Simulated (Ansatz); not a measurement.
**[SnH3]− (SMILES [H][Sn-]([H])[H]): PBE/STO-3G**

What is the vertical ionisation energy of [SnH3]− at PBE/STO-3G? 

Program for the calculation: Ansatz 0.2.0.

1 further run of the same task is left out (set aside as unsound or not needed).

**1. The molecule**

[SnH3]−: 4 atoms, total charge -1, spin state singlet. As SMILES, `[H][Sn-]([H])[H]`. Geometry: a GFN2-xTB relaxation, a rough one for these elements and not checked as a minimum.

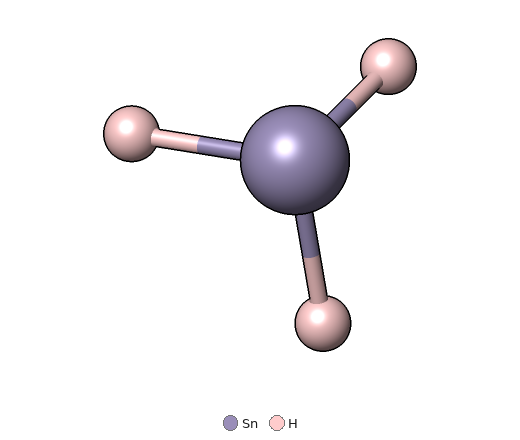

The structure, seen from a chosen angle (tin purple, hydrogen pink).

**2. A single-point energy at PBE/STO-3G**

Input file job.yaml:

```yaml
crystal:
  periodic: [false, false, false]
  atoms:
    - {symbol: Sn, position_ang: [-0.006380, 0.005730, 0.791670]}
    - {symbol: H, position_ang: [1.637790, -0.033600, -0.251650]}
    - {symbol: H, position_ang: [-0.786860, 1.432510, -0.280410]}
    - {symbol: H, position_ang: [-0.844540, -1.404640, -0.259610]}
basis:
  gaussian: {orbitals: STO-3G}
total_charge: -1
hamiltonian: {xc: {name: PBE}}
accuracy: high
```

Run with:

```bash
$ ansatz run job.yaml --threads 1 --pin off --max-ram 2610MiB --events-out events.jsonl --progress --plain --runs-dir runs
```

The log of the run:

```text
Warning: RAYON_NUM_THREADS=1 ignored (pool sized by the plan → 1); use --threads N
Functional definition: PBE
  name "PBE"
  parameter kappa = 0.804
  parameter beta = 0.06672455060314922
  exchange = pbe_x(kappa = kappa, mu = beta*pi^2/3)
  correlation = pbe_c(beta = beta)
519 factors; integrals over basis functions are off by at most 4.0e-9 eV
mean field evaluation 1: about -162350.9128 eV, gradient 8.5e0 eV
mean field evaluation 2: about -162350.7370 eV, gradient 1.0e1 eV
mean field evaluation 4: about -162351.2920 eV, gradient 2.3e-2 eV
mean field evaluation 8: about -162351.2173 eV, gradient 1.7e-3 eV
mean field -162351.21725852 eV, -5966.2971886431 hartree, gradient 3.3e-8 eV, S^2 0.000000; 0 other end points of the search recorded, 0 dependent functions left out
reference -162351.21726022 eV, -5966.2971887057 hartree; 27, 27 occupied and 3, 3 virtual orbitals, 519 factors
Total energy: -162351.21726022 eV, -5966.2971887057 hartree
```

It took 0.6 s on 1 thread of AMD EPYC 9R45 (Zen 5), shared host.

**3. Doublet neutral SnH3 at the same level**

Input file in.yaml:

```yaml
crystal:
  periodic: [false, false, false]
  atoms:
    - {symbol: Sn, position_ang: [-0.006380, 0.005730, 0.791670]}
    - {symbol: H, position_ang: [1.637790, -0.033600, -0.251650]}
    - {symbol: H, position_ang: [-0.786860, 1.432510, -0.280410]}
    - {symbol: H, position_ang: [-0.844540, -1.404640, -0.259610]}
basis:
  gaussian:
    orbitals: STO-3G
magnetization:
  spin_polarized: true
  initial_magnetization: 1
hamiltonian:
  xc: {name: PBE}
accuracy: high
```

Run with:

```bash
$ ansatz run in.yaml --threads 1 --pin off --max-ram 2610MiB --events-out events.jsonl --progress --plain --runs-dir runs
```

The log of the run:

```text
Warning: RAYON_NUM_THREADS=1 ignored (pool sized by the plan → 1); use --threads N
[... 6 set-up lines as earlier in the session ...]
519 factors; integrals over basis functions are off by at most 4.0e-9 eV
mean field evaluation 1: about -162352.3616 eV, gradient 9.1e0 eV
mean field evaluation 2: about -162351.2842 eV, gradient 1.3e1 eV
mean field evaluation 4: about -162353.3202 eV, gradient 1.9e-1 eV
mean field evaluation 8: about -162353.2332 eV, gradient 7.5e-3 eV
mean field evaluation 16: about -162353.2332 eV, gradient 1.3e-7 eV
mean field -162353.23318958 eV, -5966.3712727432 hartree, gradient 2.4e-8 eV, S^2 0.750550; 0 other end points of the search recorded, 0 dependent functions left out
reference -162353.23319139 eV, -5966.3712728097 hartree; 27, 26 occupied and 3, 4 virtual orbitals, 519 factors
Total energy: -162353.23319139 eV, -5966.3712728097 hartree
```

Wall time 0.98 s (1 thread of AMD EPYC 9R45 (Zen 5), shared host); peak memory 0.14 GiB.

**4. What came out**

Level: PBE/STO-3G.

```
                                           quantity           value
                      singlet [SnH3]−: total energy  -5966.29719 Eh
                 doublet neutral SnH3: total energy  -5966.37127 Eh
                         doublet neutral SnH3: ⟨S²⟩           0.751
vertical detachment energy (to the doublet neutral)       -2.016 eV
```

In words: The species is unbound against losing an electron at this level, by 2.02 eV (−195 kJ/mol); missing correlation or diffuse functions can give that sign where the real anion is bound. In a minimal basis such a difference can be off by several eV, whatever the method. Relativity is left out (singlet [SnH3]−) although the molecule holds a heavy atom. Relativity is left out (doublet neutral SnH3) although the molecule holds a heavy atom.
